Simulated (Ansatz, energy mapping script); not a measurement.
# NiO: J from the energies of magnetic orders, part 3 of 3

Aim: the exchange couplings of NiO from the energies of a few collinear orders, and the ordering temperature that they give.

PBE with U = 6 eV on Ni d, ortho-atomic projectors; plane waves, U on orthogonalised atomic orbitals unless named otherwise, collinear spin, no spin–orbit coupling.

So far. Step 10 (Run 6 (uncompensated ++−; cell C, 6 atoms)): The run ends ferrimagnetic, 75.00 meV a magnetic atom below the parallel order of its cell. Step 11 (Parallel start in cell D (6 atoms)): The run ends ferromagnetic. For each magnetic atom its energy differs from the parallel run of the first cell by -0.03 meV, an error that one common reference would have brought in.

## (12) Run 8 (uncompensated ++−; cell D, 6 atoms)

This order reverses 5.33 of the 12 neighbours at 2.95 Å, 1.33 of the 6 neighbours at 4.17 Å and 16 of the 24 neighbours at 5.11 Å, counted for an average magnetic atom.

input.yaml reads:

```yaml
crystal:
  lattice:
    - [0.0, 2.085901641, 2.085901641]
    - [0.0, 2.085901641, -2.085901641]
    - [-6.257704923, -2.085901641, 0.0]
  atoms:
    - { symbol: Ni, position: [0.0, 0.0, 0.0], spin: 2.0 }
    - { symbol: Ni, position: [0.333333333, 0.333333333, 0.666666667], spin: 2.0 }
    - { symbol: Ni, position: [0.666666667, 0.666666667, 0.333333333], spin: -2.0 }
    - { symbol: O, position: [0.833333333, 0.833333333, 0.666666667] }
    - { symbol: O, position: [0.166666667, 0.166666667, 0.333333333] }
    - { symbol: O, position: [0.5, 0.5, 0.0] }
magnetization:
  spin_polarized: true
kpoints:
  mp_grid: { grid: [9, 9, 9] }
hamiltonian:
  xc: pbe
  hubbard:
    sites:
      - { species: Ni, l: d, u_eff: 6.0 }
      - { site: 0, l: d, u_eff: 6.0, starting_ns: [{ spin: up, occupation_matrix: ni1_major }, { spin: down, occupation_matrix: ni1_minor }] }
      - { site: 1, l: d, u_eff: 6.0, starting_ns: [{ spin: up, occupation_matrix: ni1_major }, { spin: down, occupation_matrix: ni1_minor }] }
      - { site: 2, l: d, u_eff: 6.0, starting_ns: [{ spin: up, occupation_matrix: ni1_minor }, { spin: down, occupation_matrix: ni1_major }] }
    projectors: ortho-atomic
    occupation_matrices:
      ni1_major:
        matrix:
          - [0.998, 0.0, 0.0, 0.0, 0.0]
          - [0.0, 0.999, 0.0, 0.0, 0.0]
          - [0.0, 0.0, 0.999, 0.0, 0.0]
          - [0.0, 0.0, 0.0, 0.998, 0.0]
          - [0.0, 0.0, 0.0, 0.0, 0.999]
      ni1_minor:
        matrix:
          - [0.146, 0.0, 0.0, 0.0, 0.0]
          - [0.0, 0.997, 0.0, 0.0, 0.0]
          - [0.0, 0.0, 0.997, 0.0, 0.0]
          - [0.0, 0.0, 0.0, 0.146, 0.0]
          - [0.0, 0.0, 0.0, 0.0, 0.997]
scf:
  occupations: { method: fermi_dirac, width: 0.05 }
output:
  eigenvalues: true
```

The run is started by

```bash
$ ansatz run input.yaml --threads 4 --pin off --max-ram 8192MiB --backend cpu --events-out ev --progress --plain --runs-dir out
```

Numbers of over 12 decimals in the logs are rounded to 6 here.

Output:

```text
[...]
Crystal: 6 atoms, lattice volume = 54.454 Å³
Basis set: ecut = 420 eV, 1049 PW (Γ)
Bands: 47, of which v1, the nominal top of the filled ones, is band 36 counted from 1 (35 counted from 0)
Symmetry: 16 space group operations
[...]
k-points: 75 of 729
[...]
Starting moments: Σ|m| = 6 μB on 3 of 6 sites
[...]
k-point 1 ↑: bands = [... 32 lower, 11.7475, 11.7475, 12.0620, 12.1684, 12.1684, 16.1731, 16.3859, 16.4532, ... 7 higher]
  k-point 2 ↑: bands = [... 32 lower, 11.8900, 11.9040, 11.9040, 12.1776, 12.1776, 16.1731, 16.4176, 16.8657, ... 7 higher]
  k-point 74 ↓: bands = [... 32 lower, 11.0769, 11.0821, 11.5193, 16.5356, 16.7224, 16.7780, 17.0396, 20.9269, ... 7 higher]
Occupation matrices written to <dir>
[key lines of the parts left out:]
SCF converged after 12 iterations
Magnetization: 2.0000 μB (37.0000 up, 35.0000 down)
Free energy (F): -19214.018032 eV
Fermi energy:    14.981440 eV
```

Run time: 7.9 s. Hardware: 4 threads of Arm Neoverse V1, shared host; peak memory 0.59 GiB.

The run ends ferrimagnetic, 21.92 meV a magnetic atom below the parallel order of its cell.

## (13) Run 9 (parallel; cell E, 6 atoms)

The parallel order again, as the reference for this cell.

This run holds the same structure in another cell (b 2.950 → 4.172 Å, c 6.596 → 5.109 Å, α 102.9 → 114.1°, β 102.9 → 106.8°).

input.yaml reads:

```yaml
crystal:
  lattice:
    - [0.0, -2.085901641, -2.085901641]
    - [-4.171803282, 0.0, 0.0]
    - [2.085901641, 4.171803282, -2.085901641]
  atoms:
    - { symbol: Ni, position: [0.666666667, 0.666666667, 0.333333333], spin: 2.0 }
    - { symbol: Ni, position: [0.333333333, 0.333333333, 0.666666667], spin: 2.0 }
    - { symbol: Ni, position: [0.0, 0.0, 0.0], spin: 2.0 }
    - { symbol: O, position: [0.666666667, 0.166666667, 0.333333333] }
    - { symbol: O, position: [0.333333333, 0.833333333, 0.666666667] }
    - { symbol: O, position: [0.0, 0.5, 0.0] }
magnetization:
  spin_polarized: true
kpoints:
  mp_grid: { grid: [9, 9, 9] }
hamiltonian:
  xc: pbe
  hubbard:
    sites:
      - { species: Ni, l: d, u_eff: 6.0 }
      - { site: 0, l: d, u_eff: 6.0, starting_ns: [{ spin: up, occupation_matrix: ni1_major }, { spin: down, occupation_matrix: ni1_minor }] }
      - { site: 1, l: d, u_eff: 6.0, starting_ns: [{ spin: up, occupation_matrix: ni1_major }, { spin: down, occupation_matrix: ni1_minor }] }
      - { site: 2, l: d, u_eff: 6.0, starting_ns: [{ spin: up, occupation_matrix: ni1_major }, { spin: down, occupation_matrix: ni1_minor }] }
    projectors: ortho-atomic
    occupation_matrices:
      ni1_major:
        matrix:
          - [0.998, 0.0, 0.0, 0.0, 0.0]
          - [0.0, 0.999, 0.0, 0.0, 0.0]
          - [0.0, 0.0, 0.999, 0.0, 0.0]
          - [0.0, 0.0, 0.0, 0.998, 0.0]
          - [0.0, 0.0, 0.0, 0.0, 0.999]
      ni1_minor:
        matrix:
          - [0.146, 0.0, 0.0, 0.0, 0.0]
          - [0.0, 0.997, 0.0, 0.0, 0.0]
          - [0.0, 0.0, 0.997, 0.0, 0.0]
          - [0.0, 0.0, 0.0, 0.146, 0.0]
          - [0.0, 0.0, 0.0, 0.0, 0.997]
scf:
  occupations: { method: fermi_dirac, width: 0.05 }
output:
  eigenvalues: true
```

Output:

```text
[...]
Crystal: 6 atoms, lattice volume = 54.454 Å³
Basis set: ecut = 420 eV, 1045 PW (Γ)
Bands: 47, of which v1, the nominal top of the filled ones, is band 36 counted from 1 (35 counted from 0)
Symmetry: 24 space group operations
[...]
k-points: 125 of 729
[...]
Starting moments: Σ|m| = 6 μB on 3 of 6 sites
[...]
k-point 1 ↑: bands = [... 32 lower, 10.7005, 11.0672, 11.8290, 12.0357, 12.1555, 12.2785, 13.3669, 16.4205, ... 7 higher]
  k-point 2 ↑: bands = [... 32 lower, 10.7025, 11.4005, 11.4036, 11.6395, 12.0376, 12.4775, 13.6715, 17.1607, ... 7 higher]
  k-point 124 ↓: bands = [... 32 lower, 11.4936, 16.8489, 16.8489, 17.5208, 17.5208, 18.1402, 18.1403, 20.3057, ... 7 higher]
Occupation matrices written to <dir>
[key lines of the parts left out:]
SCF converged after 12 iterations
Magnetization: 6.0000 μB (39.0000 up, 33.0000 down)
Free energy (F): -19213.951808 eV
Fermi energy:    14.921151 eV
```

Run time: 14 s. Hardware: 4 threads; peak memory 0.76 GiB.

The run ends ferromagnetic. For each magnetic atom its energy differs from the parallel run of the first cell by 0.13 meV, an error that one common reference would have brought in.

## (14) Run 10 (uncompensated ++−; cell E, 6 atoms)

This order reverses 6.67 of the 12 neighbours at 2.95 Å, 2.67 of the 6 neighbours at 4.17 Å and 8 of the 24 neighbours at 5.11 Å, counted for an average magnetic atom.

Changes to input.yaml since step 13:

```diff
@@ -8,3 +8,3 @@
     - { symbol: Ni, position: [0.333333333, 0.333333333, 0.666666667], spin: 2.0 }
-    - { symbol: Ni, position: [0.0, 0.0, 0.0], spin: 2.0 }
+    - { symbol: Ni, position: [0.0, 0.0, 0.0], spin: -2.0 }
     - { symbol: O, position: [0.666666667, 0.166666667, 0.333333333] }
@@ -23,3 +23,3 @@
       - { site: 1, l: d, u_eff: 6.0, starting_ns: [{ spin: up, occupation_matrix: ni1_major }, { spin: down, occupation_matrix: ni1_minor }] }
-      - { site: 2, l: d, u_eff: 6.0, starting_ns: [{ spin: up, occupation_matrix: ni1_major }, { spin: down, occupation_matrix: ni1_minor }] }
+      - { site: 2, l: d, u_eff: 6.0, starting_ns: [{ spin: up, occupation_matrix: ni1_minor }, { spin: down, occupation_matrix: ni1_major }] }
     projectors: ortho-atomic
```

Output:

```text
[...]
Crystal: 6 atoms, lattice volume = 54.454 Å³
Basis set: ecut = 420 eV, 1045 PW (Γ)
Bands: 47, of which v1, the nominal top of the filled ones, is band 36 counted from 1 (35 counted from 0)
Symmetry: 8 space group operations
[...]
k-points: 125 of 729
[...]
Starting moments: Σ|m| = 6 μB on 3 of 6 sites
[...]
k-point 1 ↑: bands = [... 32 lower, 11.3756, 11.8980, 12.1227, 12.2478, 12.9268, 16.5018, 16.5591, 17.0911, ... 7 higher]
  k-point 2 ↑: bands = [... 32 lower, 11.4571, 11.6491, 12.1389, 12.2813, 13.0350, 16.5033, 17.1450, 17.2880, ... 7 higher]
  k-point 124 ↓: bands = [... 32 lower, 11.2522, 12.5434, 13.1631, 16.8162, 17.4428, 17.7474, 17.9246, 20.2281, ... 7 higher]
Occupation matrices written to <dir>
[key lines of the parts left out:]
SCF converged after 14 iterations
Magnetization: 2.0000 μB (37.0000 up, 35.0000 down)
Free energy (F): -19214.094912 eV
Fermi energy:    14.935417 eV
```

Run time: 16 s. Hardware: 4 threads; peak memory 0.77 GiB.

The run ends ferrimagnetic, 47.70 meV a magnetic atom below the parallel order of its cell.

## (15) Mapping onto a Heisenberg model

Each energy difference is a sum of couplings weighted by the pairs that the order reverses. A few near shells are fitted to the differences by least squares. Energies are those extrapolated to zero occupation width, not the free energies F.

The orders side by side; each is measured from the parallel order in the same cell and on the same mesh:

```csv
order,atoms,energy (meV a magnetic atom),moments (μB),moments kept as typed,"opposed neighbours at 2.95, 4.17, 5.11 Å"
parallel in cell A,4,0.00,1.72,yes,"0, 0, 0"
compensated +− in cell A,4,10.46,1.72,yes,"8, 0, 16"
parallel in cell B,4,0.00,1.72,yes,"0, 0, 0"
compensated +− in cell B,4,-107.66,1.66,yes,"6, 6, 12"
parallel in cell C,6,0.00,1.72,yes,"0, 0, 0"
uncompensated ++− in cell C,6,-75.00,1.65 to 1.69,yes,"4, 4, 12"
parallel in cell D,6,0.00,1.72,yes,"0, 0, 0"
uncompensated ++− in cell D,6,-21.92,1.70 to 1.71,yes,"5.33, 1.33, 16"
parallel in cell E,6,0.00,1.72,yes,"0, 0, 0"
uncompensated ++− in cell E,6,-47.70,1.68 to 1.70,yes,"6.67, 2.67, 8"
```

Couplings from the energies, with E = −Σ J e·e over ordered pairs:

```csv
pair,distance (Å),neighbours,J (meV)
Ni–Ni,2.95,12,0.613
Ni–Ni,4.17,6,-9.65
Ni–Ni,5.11,24,0.0254
Ni–Ni,5.90,12,-0.360
```

These orders cannot tell some unfitted shells from fitted ones: the value at 2.95 Å holds J(2.95) + 4 J(7.80) + J(8.85), the value at 5.11 Å holds J(5.11) + J(8.85) and the value at 5.90 Å holds J(5.90) − J(8.85); other unfitted shells add to the values wholly or in part.

Adding the shell at 6.60 Å gives 0.66, -9.6, 0.033, -0.37 and -0.034 meV and a mean-field temperature of 413 K, an exact solve that tests nothing.

In mean field these couplings order at 415 K, at q = (0.50, 0.50, 0.50) in fractions of the conventional cell's reciprocal vectors, and give a Curie–Weiss temperature of -420 K.

## (16) Monte Carlo

Mean field ignores fluctuations and overstates the ordering temperature, so the model is also sampled. The heat capacity peaks where order sets in.

Classical unit spins with these couplings on 8×8×4 copies of a cell that holds the lowest order (512 spins), heat-bath sweeps, cooled from random directions, 831 sweeps to settle and 2493 measured at each temperature, averaged over 4 runs.

```csv
T (K),order along the lowest pattern,net moment,heat capacity (k_B a spin)
49.8,0.44,0.01,0.99
85.1,0.43,0.01,1.03
138,0.39,0.01,1.16
173,0.37,0.02,1.31
209,0.36,0.02,1.38
262,0.28,0.02,1.87
279,0.25,0.02,1.90
297,0.22,0.02,1.75
332,0.15,0.03,1.12
368,0.12,0.03,0.63
421,0.09,0.03,0.38
456,0.08,0.03,0.29
```

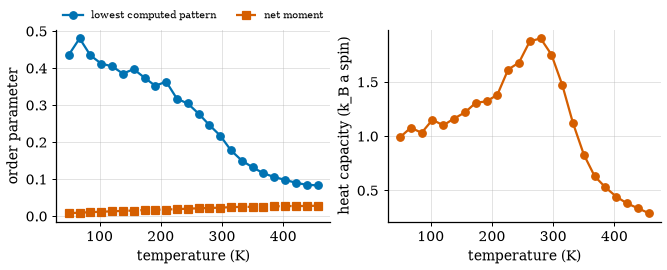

Order parameter and heat capacity against temperature.

The smoothed heat capacity peaks at 273 K. The order column follows one pattern alone; equivalent domains or another pattern share the rest.

## (17) Outcome

| Quantity | Value |
| --- | --- |
| lowest order tried | compensated +− in cell B |
| largest fitted value (a combination of shells), Ni–Ni at 4.17 Å | -9.65 meV |
| ordering temperature, mean field | 415 K |
| heat-capacity peak, Monte Carlo | 273 K |

**Reading.** Of the orders tried, NiO prefers the order “compensated +− in cell B” under PBE+U (6 eV), with 6 of 12 neighbours at 2.95 Å, 6 of 6 neighbours at 4.17 Å and 12 of 24 neighbours at 5.11 Å opposed, and the heat capacity of the fitted model peaks near 273 K (Monte Carlo, classical spins). The largest fitted coupling is the Ni–Ni pair at 4.17 Å, antiferromagnetic at -9.7 meV, across a ligand at about 180°. The straight metal–ligand–metal path outweighs the right-angled one, the pattern expected of superexchange through one ligand p orbital, which these runs do not test. The orders also reverse pairs at 6.60 Å, which are not fitted, so the fitted values hold their part too. With 5 differences for 4 couplings the fit misses by 0.41 meV at most, a small part of the spread. In the fitted orders moments change by up to 3.7 % against the parallel run of the same cell, so their size stays put. Monte Carlo puts the peak at 0.66 of the mean-field temperature, since mean field leaves out fluctuations. In tests on simple cubic and body-centred models such peaks lay 5 to 6 % under the bulk value. On cooling, the order along the one computed pattern stays at or under 0.48: the model settles in an equivalent domain, a degenerate mixture or another order. The parallel order holds 2 μB a magnetic atom, spin 1; the common factor (S+1)/S would raise the classical 273 K to 547 K, a correction that often overshoots. The classical value and the one scaled by (S+1)/S differ by a factor of 2, so closeness of either to the measured temperature is partly a matter of convention.

Computed beside measured:

| quantity | measured | PBE+U (6 eV), Monte Carlo | PBE+U (6 eV), Monte Carlo × (S+1)/S |
| --- | --- | --- | --- |
| ordering temperature (spin model) (K) | 524 | 273 (-47.8 %) | 547 (+4.4 %) |

Measured values from arxiv:cond-mat/0609101 (2006).

**Verdict.** The ordering temperature is off by -47.8 % at PBE+U (6 eV), Monte Carlo: a clear miss. Of the levels listed, nearest comes PBE+U (6 eV), Monte Carlo × (S+1)/S (+4.4 %). A U picked for its result is no test. No cell relaxation is part of this session.

[Logs and program files are shortened in this print: banners, set-up blocks, solver, clock and traceback lines can be left out without a mark of their own.]

[Logs are printed without paths, hosts, clocks, repeated set-up lines and the standing remarks that a program may print on its own settings, such as how far it seeks lower states.]

[Hosts, paths, dates, database ids (printed as entryN), source tags and the programs' standing remarks are cut or masked in the printed files.]

[Where a cell is said to come from a database of computed structures, the database is the Materials Project.]
